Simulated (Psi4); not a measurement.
# PBE/aug-cc-pVDZ (density fitting with cc-pvtz-jkfit, sweep point 4) run of [NH2]− (SMILES [NH2-])

Aim: the vertical ionisation energy of [NH2]− at PBE/aug-cc-pVDZ (density fitting with cc-pvtz-jkfit, sweep point 4), from 2 runs. 

Program for the calculation: Psi4 1.11.

## 1. The molecule

[NH2]−: 3 atoms, total charge -1, spin state singlet. As SMILES, `[NH2-]`. Geometry: relaxed at PBE0-D4/def2-TZVPD.

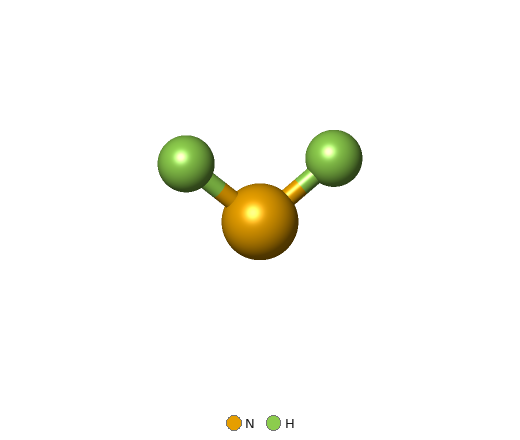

The structure, seen from a chosen angle (nitrogen amber, hydrogen green).

## 2. The energy at PBE/aug-cc-pVDZ (density fitting with cc-pvtz-jkfit, sweep point 4)

job.py reads:

```python
import psi4

psi4.set_memory('1600 MB')
psi4.set_num_threads(1)
psi4.set_output_file('run.log', False)

m = psi4.geometry("""
-1 1
N      0.64666428    -0.38361440     0.31879680
H      0.23716063     1.51404857     0.29479728
H     -0.88382491    -1.13043417    -0.61359407
units bohr
symmetry c1
""")

psi4.set_options({
    'basis': 'aug-cc-pVDZ',
    'puream': True,
    'scf_type': 'df',
    'dft_radial_points': 99,
    'dft_spherical_points': 590,
    'df_basis_scf': 'cc-pvtz-jkfit',
})

e_tot, wfn = psi4.energy('pbe', return_wfn=True)
print('E =', round(e_tot, 9))
```

On the command line:

```
$ python job.py
```

run.log:

```text
[...]
  Running in c1 symmetry.
[...]
  Nuclear repulsion =    7.542852420928845
[...]
  Multiplicity = 1
[...]
  Nalpha       = 5
  Nbeta        = 5
[...]
    Number of basis functions: 41
[...]
   @DF-RKS iter   1:   -55.26409177813174    1.36007e-01   2.60846e-02 DIIS/ADIIS
[...]
   @DF-RKS iter   8:   -55.84656578765482   -4.17124e-07   3.21389e-07 DIIS
[...]
    Orbital Energies [Eh]
    ---------------------
    Doubly Occupied:
       1A    -13.682976     2A     -0.433269     3A     -0.105921
       4A      0.028660     5A      0.095878
[...]
  @DF-RKS Final Energy:   -55.84656578765482
   => Energetics <=
    Nuclear Repulsion Energy =              7.5428524209288454
    One-Electron Energy =                 -93.0786396197768795
    Two-Electron Energy =                  37.3895275446593303
    DFT Exchange-Correlation Energy =      -7.7003061334661282
    Empirical Dispersion Energy =           0.0000000000000000
    VV10 Nonlocal Energy =                  0.0000000000000000
    Total Energy =                        -55.8465657876548249
[...]
 Multipole Moments:
 ------------------------------------------------------------------------------------
     Multipole            Electronic (a.u.)      Nuclear  (a.u.)        Total (a.u.)
 ------------------------------------------------------------------------------------
 L = 1.  Multiply by 2.5417464519 to convert [e a0] to [Debye]
 Dipole X            :          0.4607695           -0.9370214           -0.4762519
 Dipole Y            :         -0.2465395            0.5013879            0.2548484
 Dipole Z            :         -0.0000000           -0.0000000           -0.0000000
 Magnitude           :                                                    0.5401514
[...]
```

The script printed:

```text
E = -55.846565788
```

Wall time 3.9 s (1 thread of Intel Xeon Platinum 8488C (Sapphire Rapids), shared host); peak memory 0.43 GiB.

## 3. Doublet neutral NH2

run.py reads:

```python
import psi4

psi4.set_memory('1600 MB')
psi4.set_num_threads(1)
psi4.core.set_output_file('h2n.out', False)

molecule = psi4.geometry("""
0 2
N      0.64666428    -0.38361440     0.31879680
H      0.23716063     1.51404857     0.29479728
H     -0.88382491    -1.13043417    -0.61359407
units bohr
symmetry c1
""")

psi4.set_options({
    'reference': 'uks',
    'puream': True,
    'scf_type': 'df',
    'dft_radial_points': 99,
    'dft_spherical_points': 590,
    'df_basis_scf': 'cc-pvtz-jkfit',
    'maxiter': 150,
})

energy_value, wavefunction = psi4.energy("pbe/aug-cc-pVDZ", return_wfn=True)
print(f'pbe/aug-cc-pVDZ energy: {energy_value:.10f} Eh')
```

On the command line:

```
$ python run.py
```

h2n.out:

```text
[...]
  Running in c1 symmetry.
[...]
  Nuclear repulsion =    7.542852420928845
[...]
  Multiplicity = 2
[...]
  Nalpha       = 5
  Nbeta        = 4
[...]
    Number of basis functions: 41
[...]
   @DF-UKS iter   1:   -55.65852096209925   -2.58422e-01   1.38861e-02 DIIS/ADIIS
[...]
   @DF-UKS iter   7:   -55.81622323199319   -6.46263e-08   7.99839e-07 DIIS
[...]
   @S^2 Observed:                7.527055057E-01
[...]
    Orbital Energies [Eh]
    ---------------------
    Alpha Occupied:
       1A    -14.037735     2A     -0.784532     3A     -0.425840
       4A     -0.288598     5A     -0.274772
    Alpha Virtual:
       6A     -0.028256     7A      0.019799     8A      0.075113
       9A      0.079741    10A      0.105882    11A      0.132280
      12A      0.137776    13A      0.180784    14A      0.240965
      15A      0.241298    16A      0.270987    17A      0.406541
      18A      0.444981    19A      0.479936    20A      0.496445
      21A      0.544825    22A      0.601646    23A      0.670063
      24A      0.671005    25A      0.831709    26A      0.907000
[...]
  @DF-UKS Final Energy:   -55.81622323199319
   => Energetics <=
    Nuclear Repulsion Energy =              7.5428524209288454
    One-Electron Energy =                 -90.0969182685424386
    Two-Electron Energy =                  34.2443278512599178
    DFT Exchange-Correlation Energy =      -7.5064852356395058
    Empirical Dispersion Energy =           0.0000000000000000
    VV10 Nonlocal Energy =                  0.0000000000000000
    Total Energy =                        -55.8162232319931917
[...]
 Multipole Moments:
 ------------------------------------------------------------------------------------
     Multipole            Electronic (a.u.)      Nuclear  (a.u.)        Total (a.u.)
 ------------------------------------------------------------------------------------
 L = 1.  Multiply by 2.5417464519 to convert [e a0] to [Debye]
 Dipole X            :          0.3334818           -0.9370214           -0.6035396
 Dipole Y            :         -0.1784346            0.5013879            0.3229533
 Dipole Z            :          0.0000000           -0.0000000            0.0000000
 Magnitude           :                                                    0.6845136
[...]
```

The script printed:

```text
pbe/aug-cc-pVDZ energy: -55.8162232320 Eh
```

Run time: 4.5 s. Hardware: 1 thread of Intel Xeon Platinum 8488C (Sapphire Rapids), shared host; peak memory 0.43 GiB.

## 4. Summary of results

Level: PBE/aug-cc-pVDZ (density fitting with cc-pvtz-jkfit, sweep point 4).

| quantity | value |
| --- | --- |
| singlet [NH2]−: total energy | -55.84657 Eh |
| singlet [NH2]−: HOMO energy | 2.61 eV |
| singlet [NH2]−: LUMO energy | 3.51 eV |
| singlet [NH2]−: HOMO–LUMO gap (to an unbound level, set by the basis) | 0.90 eV |
| doublet neutral NH2: total energy | -55.81622 Eh |
| doublet neutral NH2: dipole moment | 1.74 D |
| doublet neutral NH2: HOMO energy (highest over α and β) | -7.26 eV |
| doublet neutral NH2: LUMO energy (lowest over α and β) | -4.56 eV |
| doublet neutral NH2: ⟨S²⟩ | 0.753 |
| vertical detachment energy (to the doublet neutral) | 0.826 eV |

In words: Removing an electron at fixed nuclei costs 0.83 eV (19.0 kcal/mol). The negative HOMO energy of the first species, -2.61 eV, lies 3.43 eV below that difference. The HOMO (singlet [NH2]−) lies at positive energy, 2.61 eV, as semi-local functionals often give for anions; only total energies tell whether the electron is bound.
